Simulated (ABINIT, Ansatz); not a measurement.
# PNO (Cc): changed settings of a GW run in ABINIT

A base run on PNO (Cc), then changed inputs.

Method: LDA and many-body steps on it, plane waves, in ABINIT 10.8.3.

### Step 1. The structure

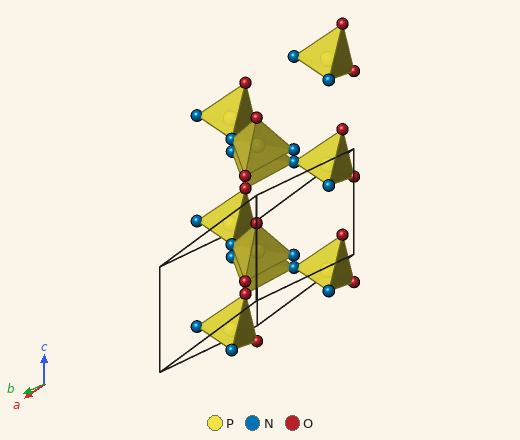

The cell as given, from a free direction (phosphorus yellow, nitrogen blue, oxygen red). 1×1×2 cells are drawn. This picture shows the conventional cell, with its axes. Some periodic images of atoms are drawn too.

The cell and positions are those that the Materials Project relaxed with its own functionals (PBE, PBE+U or r2SCAN), kept fixed.

### Step 2. Screening, 2×2×4 mesh, 65 bands, screening to 114.3 eV

This step: ABINIT 10.8.3; RPA screening on LDA, plane waves, norm-conserving pseudopotentials.

The RPA dielectric matrix is built and inverted for each q.

File run.abi:

```
acell 3*1.0 Angstrom
rprim 
  3.278002254000 -3.286113380400 0.000000000000
  3.278002254000 3.286113380400 0.000000000000
  -3.028551860300 0.000000000000 3.488865954800
ntypat 3
znucl 15 7 8
natom 6
typat 1 1 2 2 3 3
xred 
  0.730409600000 0.010313920000 0.000167090000
  0.010313920000 0.730409600000 0.500167090000
  0.742864730000 0.382544620000 0.249632690000
  0.382544620000 0.742864730000 0.749632690000
  0.883089610000 0.000777520000 0.750200220000
  0.000777520000 0.883089610000 0.250200220000
pp_dirpath "pseudos"
pseudos "P.upf, N.upf, O.upf"
ecut 36
ngkpt 2 2 4
nshiftk 1
shiftk 0 0 0
kptopt 1
chksymbreak 0
istwfk *1
occopt 1
irdwfk 1
optdriver 3
nband 65
ecuteps 4.2
inclvkb 2
awtr 1
symchi 1
indata_prefix "in"
outdata_prefix "out"
tmpdata_prefix "tmp"
```

The run is started by

```sh
$ OMP_NUM_THREADS=1 mpirun -n 4 abinit run.abi > log
```

What it wrote:

```text
.Version 10.8.3 of ABINIT. v10.8.2 released Aug 2026.

 Symmetries : space group Cc (#  9); Bravais mC (1-face-center monocl.)
[... echo of the input left out ...]
== DATASET  1 ==================================================================
-   mpi_nproc: 4, omp_nthreads: 1 (-1 if OMP is not activated)

--- !DatasetInfo
iteration_state: {dtset: 1, }
dimensions: {natom: 6, nkpt: 9, mband: 65, nsppol: 1, nspinor: 1, nspden: 1, mpw: 5252, }
cutoff_energies: {ecut:  36.0, pawecutdg:  -1.0, }
electrons: {nelect:   3.20000000E+01, charge:   0.00000000E+00, occopt:   1.00000000E+00, tsmear:   1.00000000E-02, }

 SCREENING: Calculation of the susceptibility and dielectric matrices

 Based on a program developped by R.W. Godby, V. Olevano, G. Onida, and L. Reining.
 Incorporated in ABINIT by V. Olevano, G.-M. Rignanese, and M. Torrent.
.Using double precision arithmetic ; gwpc =  8

[... cell and pseudopotentials left out ...]
--------------------------------------------------------------------------------

 ==== K-mesh for the wavefunctions ====
 Number of points in the irreducible wedge :     9
[... list of points left out ...]
 Together with  2 symmetry operations and time-reversal symmetry
 yields    16 points in the full Brillouin Zone.

 ==== Q-mesh for the screening function ====
 Number of points in the irreducible wedge :     9
[... list of points left out ...]
 Together with  2 symmetry operations and time-reversal symmetry
 yields    16 points in the full Brillouin Zone.

 setmesh: FFT mesh size selected  =    27x   27x   24
          total number of points  =        17496

 vcoul_init : cutoff-mode = AUXILIARY_FUNCTION
 q-points for optical limit:   1
     1)      0.000010    0.000020    0.000030

- screening: taking advantage of time-reversal symmetry
- Maximum band index for partially occupied states nbvw = 16
- Remaining bands to be divided among processors   nbcw = 49
- Number of bands treated by each node ~12

 Number of electrons calculated from density =   32.0000; Expected =   32.0000
 average of density, n =  0.063088
 r_s =    1.5583
 omega_plasma =   24.2287 [eV]

 calculating chi0 at frequencies [eV] :
  1    0.000000E+00    0.000000E+00
  2    0.000000E+00    2.422865E+01

--------------------------------------------------------------------------------
  q-point number  1        q = ( 0.000000, 0.000000, 0.000000) [r.l.u.]
--------------------------------------------------------------------------------
[... chi0 elements left out ...]
 For q-point:  0.000010 0.000020 0.000030
  dielectric constant =   3.2360
  dielectric constant without local fields =   3.5209

  Average fulfillment of the sum rule on Im[epsilon] for q-point    1 :     44.46  [%]
[... wings left out ...]
  q-point number  2        q = ( 0.500000, 0.000000, 0.000000) [r.l.u.]
--------------------------------------------------------------------------------
[... chi0 elements left out ...]
  Average fulfillment of the sum rule on Im[epsilon] for q-point    2 :     54.66  [%]

 [... 7 further q-points ...]
```

Elapsed: 28 s, on 4 MPI ranks of Arm Neoverse N1, shared host; peak memory 0.76 GiB.

Numbers from this step:

- ε∞ with local fields, on this mesh, along the program's q direction: 3.236
- the same without local fields: 3.521
- plasma frequency: 24.23 eV
- plane waves in the screening matrix: 199

Local fields lower ε∞ by 8 %. On a Γ-centred mesh this coarse the value itself is usually too large, while a short band sum pulls it down.

### Step 3. Base

The self-energy is evaluated for the states that the input lists, and the levels follow from it, in one-shot runs by the linearised quasiparticle equation.

This step: G0W0 on LDA, plane waves, norm-conserving pseudopotentials.

Changes to run.abi since step 2:

```diff
@@ -27,8 +27,17 @@
 irdwfk 1
-optdriver 3
+optdriver 4
 nband 65
+gwcalctyp 0
+ecutsigx 36
+symsigma 1
+nkptgw 2
+kptgw 
+  0.5000000000 0.5000000000 0.0000000000
+  0.0000000000 0.0000000000 0.0000000000
+bdgw 
+  15 18
+  15 18
 ecuteps 4.2
-inclvkb 2
-awtr 1
-symchi 1
+irdscr 1
+ppmodel 1
 indata_prefix "in"
```

What it wrote:

```text
.Version 10.8.3 of ABINIT. v10.8.2 released Aug 2026.

 Symmetries : space group Cc (#  9); Bravais mC (1-face-center monocl.)
[... echo of the input left out ...]
== DATASET  1 ==================================================================
-   mpi_nproc: 4, omp_nthreads: 1 (-1 if OMP is not activated)

--- !DatasetInfo
iteration_state: {dtset: 1, }
dimensions: {natom: 6, nkpt: 9, mband: 65, nsppol: 1, nspinor: 1, nspden: 1, mpw: 5252, }
cutoff_energies: {ecut:  36.0, pawecutdg:  -1.0, }
electrons: {nelect:   3.20000000E+01, charge:   0.00000000E+00, occopt:   1.00000000E+00, tsmear:   1.00000000E-02, }

 SIGMA: Calculation of the GW corrections

 Based on a program developped by R.W. Godby, V. Olevano, G. Onida, and L. Reining.
 Incorporated in ABINIT by V. Olevano, G.-M. Rignanese, and M. Torrent.
.Using double precision arithmetic ; gwpc =  8

[... cell and pseudopotentials left out ...]
--------------------------------------------------------------------------------

 ==== K-mesh for the wavefunctions ====
 Number of points in the irreducible wedge :     9
[... list of points left out ...]
 Together with  2 symmetry operations and time-reversal symmetry
 yields    16 points in the full Brillouin Zone.

 ==== Q-mesh for screening function ====
 Number of points in the irreducible wedge :     9
[... list of points left out ...]
 Together with  2 symmetry operations and time-reversal symmetry
 yields    16 points in the full Brillouin Zone.

 vcoul_init : cutoff-mode = AUXILIARY_FUNCTION
 q-points for optical limit:   1
     1)      0.000010    0.000020    0.000030
 setmesh: FFT mesh size selected  =    45x   45x   36
          total number of points  =        72900

 Number of electrons calculated from density =   32.0000; Expected =   32.0000
 average of density, n =  0.063088
 r_s =    1.5583
 omega_plasma =   24.2287 [eV]

 === KS Band Gaps ===
  >>>> For spin  1
   Minimum direct gap =   5.5601 [eV], located at k-point      :   0.0000  0.0000  0.0000
   Fundamental gap    =   5.0215 [eV], Top of valence bands at :   0.5000  0.5000  0.0000
                                       Bottom of conduction at :   0.0000  0.0000  0.0000
 SIGMA fundamental parameters:
 PLASMON POLE MODEL  1
 number of plane-waves for SigmaX                 5209
 number of plane-waves for SigmaC and W            199
 number of plane-waves for wavefunctions          5209
 number of bands                                    65
 number of independent spin polarizations            1
 number of spinorial components                      1
 number of k-points in IBZ                           9
 number of q-points in IBZ                           9
 number of symmetry operations                       2
 number of k-points in BZ                           16
 number of q-points in BZ                           16
 number of frequencies for dSigma/dE                 9
 frequency step for dSigma/dE [eV]                0.25
 number of omega for Sigma on real axis              0
 max omega for Sigma on real axis  [eV]           0.00
 zcut for avoiding poles [eV]                     0.10

 EPSILON^-1 parameters (SCR file):
 dimension of the eps^-1 matrix on file            199
 dimension of the eps^-1 matrix used               199
 number of plane-waves for wavefunctions          5209
 number of bands                                    65
 number of q-points in IBZ                           9
 number of frequencies                               2
 number of real frequencies                          1
 number of imag frequencies                          1

 matrix elements of self-energy operator (all in [eV])

 Perturbative Calculation

--- !SelfEnergy_ee
iteration_state: {dtset: 1, }
kpoint     : [   0.500,    0.500,    0.000, ]
spin       : 1
KS_gap     :    5.743
QP_gap     :    8.101
Delta_QP_KS:    2.357
data: !SigmaeeData |
     Band     E0 <VxcDFT>   SigX SigC(E0)      Z dSigC/dE  Sig(E)    E-E0       E
       15   1.395 -16.439 -20.301   3.410   0.813  -0.230 -16.807  -0.368   1.027
       16   2.000 -17.206 -21.165   3.575   0.809  -0.235 -17.517  -0.311   1.689
       17   7.743 -13.690  -7.854  -3.394   0.838  -0.194 -11.644   2.046   9.789
       18   9.003 -13.272  -7.324  -3.531   0.836  -0.195 -11.250   2.023  11.026

--- !SelfEnergy_ee
iteration_state: {dtset: 1, }
kpoint     : [   0.000,    0.000,    0.000, ]
spin       : 1
KS_gap     :    5.560
QP_gap     :    7.854
Delta_QP_KS:    2.294
data: !SigmaeeData |
     Band     E0 <VxcDFT>   SigX SigC(E0)      Z dSigC/dE  Sig(E)    E-E0       E
       15   1.407 -16.901 -20.988   3.590   0.812  -0.232 -17.305  -0.404   1.004
       16   1.461 -16.630 -20.779   3.617   0.811  -0.234 -17.061  -0.431   1.030
       17   7.021 -12.331  -6.984  -3.144   0.846  -0.183 -10.468   1.863   8.884
       18   7.447 -12.883  -7.584  -3.332   0.846  -0.182 -11.218   1.666   9.113

== END DATASET(S) ==============================================================
================================================================================

 -outvars: echo values of variables after computation  --------
           etotal      0.0000000000E+00
            nband          65
             nkpt           9
          spgroup           9
 [... the other variables as echoed above ...]

 Calculation completed.
```

The job ended after 9.1 s (4 MPI ranks; peak memory 0.64 GiB; 36 s of CPU time).

This step gave:

- G0W0 gap on the points computed: 7.195 eV
- starting gap on the mesh: 5.021 eV
- k of the valence top: 0.5, 0.5, 0
- k of the conduction bottom: 0, 0, 0
- Z at the valence top: 0.809
- Z at the conduction bottom: 0.846
- least direct G0W0 gap on the computed points: 7.854 eV

The gap on the mesh goes from 5.02 eV to 7.20 eV, a correction of +2.17 eV.

### Step 4. Smaller part of the screening matrix

Changes to run.abi since step 3:

```diff
@@ -39,3 +39,3 @@
   15 18
-ecuteps 4.2
+ecuteps 2.1
 irdscr 1
```

What it wrote:

```text
.Version 10.8.3 of ABINIT. v10.8.2 released Aug 2026.

 Symmetries : space group Cc (#  9); Bravais mC (1-face-center monocl.)
[... echo of the input left out ...]
== DATASET  1 ==================================================================
-   mpi_nproc: 4, omp_nthreads: 1 (-1 if OMP is not activated)

--- !DatasetInfo
iteration_state: {dtset: 1, }
dimensions: {natom: 6, nkpt: 9, mband: 65, nsppol: 1, nspinor: 1, nspden: 1, mpw: 5252, }
cutoff_energies: {ecut:  36.0, pawecutdg:  -1.0, }
electrons: {nelect:   3.20000000E+01, charge:   0.00000000E+00, occopt:   1.00000000E+00, tsmear:   1.00000000E-02, }

 SIGMA: Calculation of the GW corrections

 Based on a program developped by R.W. Godby, V. Olevano, G. Onida, and L. Reining.
 Incorporated in ABINIT by V. Olevano, G.-M. Rignanese, and M. Torrent.
.Using double precision arithmetic ; gwpc =  8

[... cell and pseudopotentials left out ...]
--------------------------------------------------------------------------------

 ==== K-mesh for the wavefunctions ====
 Number of points in the irreducible wedge :     9
[... list of points left out ...]
 Together with  2 symmetry operations and time-reversal symmetry
 yields    16 points in the full Brillouin Zone.

 ==== Q-mesh for screening function ====
 Number of points in the irreducible wedge :     9
[... list of points left out ...]
 Together with  2 symmetry operations and time-reversal symmetry
 yields    16 points in the full Brillouin Zone.

 vcoul_init : cutoff-mode = AUXILIARY_FUNCTION
 q-points for optical limit:   1
     1)      0.000010    0.000020    0.000030
 setmesh: FFT mesh size selected  =    45x   45x   36
          total number of points  =        72900

 Number of electrons calculated from density =   32.0000; Expected =   32.0000
[...]
number of omega for Sigma on real axis              0
 max omega for Sigma on real axis  [eV]           0.00
 zcut for avoiding poles [eV]                     0.10

 EPSILON^-1 parameters (SCR file):
 dimension of the eps^-1 matrix on file            199
 dimension of the eps^-1 matrix used                65
 number of plane-waves for wavefunctions          5209
 number of bands                                    65
 number of q-points in IBZ                           9
 number of frequencies                               2
 number of real frequencies                          1
 number of imag frequencies                          1

 matrix elements of self-energy operator (all in [eV])

 Perturbative Calculation

--- !SelfEnergy_ee
iteration_state: {dtset: 1, }
kpoint     : [   0.500,    0.500,    0.000, ]
spin       : 1
KS_gap     :    5.743
QP_gap     :    8.377
Delta_QP_KS:    2.633
data: !SigmaeeData |
     Band     E0 <VxcDFT>   SigX SigC(E0)      Z dSigC/dE  Sig(E)    E-E0       E
       15   1.395 -16.439 -20.301   3.227   0.830  -0.204 -16.966  -0.527   0.867
       16   2.000 -17.206 -21.165   3.353   0.829  -0.206 -17.708  -0.502   1.498
       17   7.743 -13.690  -7.854  -3.321   0.847  -0.180 -11.559   2.131   9.875
[...]
--- !SelfEnergy_ee
iteration_state: {dtset: 1, }
kpoint     : [   0.000,    0.000,    0.000, ]
spin       : 1
KS_gap     :    5.560
QP_gap     :    8.133
Delta_QP_KS:    2.573
data: !SigmaeeData |
     Band     E0 <VxcDFT>   SigX SigC(E0)      Z dSigC/dE  Sig(E)    E-E0       E
[...]
17   7.021 -12.331  -6.984  -3.105   0.853  -0.172 -10.418   1.912   8.934
       18   7.447 -12.883  -7.584  -3.423   0.857  -0.167 -11.275   1.608   9.056

== END DATASET(S) ==============================================================
================================================================================

 -outvars: echo values of variables after computation  --------
           etotal      0.0000000000E+00
            nband          65
             nkpt           9
          spgroup           9
 [... the other variables as echoed above ...]

 Calculation completed.
```

Elapsed: 5.6 s, on 4 MPI ranks; peak memory 0.2 GiB.

This step gave:

```yaml
g0w0_gap_on_the_points_computed: 7.436 eV
starting_gap_on_the_mesh: 5.021 eV
k_of_the_valence_top: 0.5, 0.5, 0
k_of_the_conduction_bottom: 0, 0, 0
z_at_the_valence_top: 0.829
z_at_the_conduction_bottom: 0.853
least_direct_g0w0_gap_on_the_computed_points: 8.133 eV
```

### Step 5. More bands than the file holds

Changes to run.abi since step 4:

```diff
@@ -28,3 +28,3 @@
 optdriver 4
-nband 65
+nband 414
 gwcalctyp 0
@@ -39,3 +39,3 @@
   15 18
-ecuteps 2.1
+ecuteps 4.2
 irdscr 1
```

What it wrote:

```text
.Version 10.8.3 of ABINIT. v10.8.2 released Aug 2026.

 Symmetries : space group Cc (#  9); Bravais mC (1-face-center monocl.)
================================================================================
 Values of the parameters that define the memory need of the present run
     intxc =       0    ionmov =       0      iscf =       7    lmnmax =       6
     lnmax =       6     mgfft =      48  mpssoang =       3    mqgrid =    3001
     natom =       6  nloc_mem =       1    nspden =       1   nspinor =       1
    nsppol =       1      nsym =       2    n1xccc =    2501    ntypat =       3
    occopt =       1   xclevel =       1
-    mband =         414        mffmem =           1         mkmem =           3
       mpw =        5252          nfft =      110592          nkpt =           9
================================================================================
  Rough estimation (10% accuracy) of disk space for files :
================================================================================

--------------------------------------------------------------------------------
------------- Echo of variables that govern the present computation ------------
--------------------------------------------------------------------------------
 -outvars: echo values of preprocessed input variables --------
            acell      1.8897261259E+00  1.8897261259E+00  1.8897261259E+00 Bohr

             bdgw          15      18      15      18
      chksymbreak           0
             ecut      3.60000000E+01 Hartree
          ecuteps      4.20000000E+00 Hartree
         ecutsigx      3.60000000E+01 Hartree
          ecutwfn      3.60000000E+01 Hartree
-          fftalg         312
           irdscr           1
           irdwfk           1

[...]
R(1)=  6.1945265 -6.2098543  0.0000000  G(1)=  0.0807164 -0.0805172  0.0700669
 R(2)=  6.1945265  6.2098543  0.0000000  G(2)=  0.0807164  0.0805172  0.0700669
 R(3)= -5.7231336  0.0000000  6.5930011  G(3)=  0.0000000  0.0000000  0.1516760
 Unit cell volume ucvol=  5.0722736E+02 bohr^3
 Angles (23,13,12)=  1.17578149E+02  1.17578149E+02  9.01415981E+01 degrees

--- Pseudopotential description ------------------------------------------------
- P Generated using ONCVPSP code by D. R. Hamann
- 15.00000   5.00000  180309                  znucl, zion, pspdat
12 -1012 2 -1 1298                            pspcod,pspxc,lmax,lloc,mmax
     nproj     2     2     2
  pspatm : epsatm=    7.03163270
         --- l  ekb(1:nproj) -->
[...]
pspatm: atomic psp has been read  and splines computed

- N Generated using ONCVPSP code by D. R. Hamann
-  7.00000   5.00000  180309                  znucl, zion, pspdat
12 -1012 1 -1 1058                            pspcod,pspxc,lmax,lloc,mmax
     nproj     2     2     0
  pspatm : epsatm=    5.30777321
         --- l  ekb(1:nproj) -->
[...]
pspatm: atomic psp has been read  and splines computed

- O Generated using ONCVPSP code by D. R. Hamann
-  8.00000   6.00000  201201                  znucl, zion, pspdat
12 -1012 2 -1 926                             pspcod,pspxc,lmax,lloc,mmax
     nproj     2     2     1
  pspatm : epsatm=    6.27558587
         --- l  ekb(1:nproj) -->
             0    6.026028    0.816167
             1   -4.798959   -1.172522
             2   -1.033686
 pspatm: atomic psp has been read  and splines computed

   1.19135947E+03                                ecore*ucvol(ha*bohr**3)
--------------------------------------------------------------------------------

--- !ERROR
message: |
    Number of bands stored WFK file is less than required.
    WFK mband: 150, self-energy nband: 414

--- !ERROR
message: |
    Number of bands stored WFK file is less than required.
    WFK mband: 150, self-energy nband: 414

--- from the log ---
Number of bands stored WFK file is less than required.
    WFK mband: 150, self-energy nband: 414
```

Run time: 3.1 s. Hardware: 4 MPI ranks; peak memory 0.2 GiB.

The run stopped with an error after 3.1 s.

The program's words: Number of bands stored WFK file is less than required. WFK mband: 150, self-energy nband: 414

The fault put into this input: more bands than the file holds.

### Step 6. The runs together

Times are wall times on 4 MPI ranks of Arm Neoverse N1, shared host, good to a factor of about two. A run's time includes the screening step that it read.

```tsv
run	mesh	bands	screening cutoff (eV)	DFT gap (eV)	gap on the mesh (eV)	direct (eV)	ε∞ used	time
base	2×2×4	65	114.3	5.021	7.195	7.854	3.24	37 s
smaller part of the screening matrix	2×2×4	65	57.1	5.021	7.436	8.133	3.24	34 s
```

### Step 7. Outcome

```json
{
 "base": "7.195 eV",
 "smaller part of the screening matrix": "7.436 eV",
 "known limits": "not at the basis limit; coarse k mesh"
}
```

Smaller part of the screening matrix: +0.241 eV against base (keys changed: ecuteps). Bands and cutoff are finite, so the gap is not at the basis limit. The miss can reach some tenths of an eV and take either sign; the mesh is an error of its own. In the G0W0 runs levels were corrected at 2 k points alone, so a gap called «on the mesh» is the least over those, and an edge elsewhere would be missed. The 2×2×4 mesh is coarse for this cell, which bears on the long-range parts of exchange and screening.

[Paths, hosts, dates, memory and timing lines, banners, echoed tables and standing remarks are left out of the program output.]

[Logs are printed without paths, hosts, clocks, repeated set-up lines and the standing remarks that a program may print on its own settings, such as how far it seeks lower states.]

[Runs of the session that timed out or met a known fault of the program may be left out.]

[Hosts, paths, dates, database ids (printed as entryN), source tags and the programs' standing remarks are cut or masked in the printed files.]

[G0W0 gaps are taken among the corrected bands and points alone; a level outside them can change the order at an edge.]

[Where Ansatz stands beside ABINIT at settings called matched, ABINIT's density can come from a denser mesh and the files from another edition; pairs whose starting gaps differed by over 0.03 eV were left out, so agreement reads better than it is.]
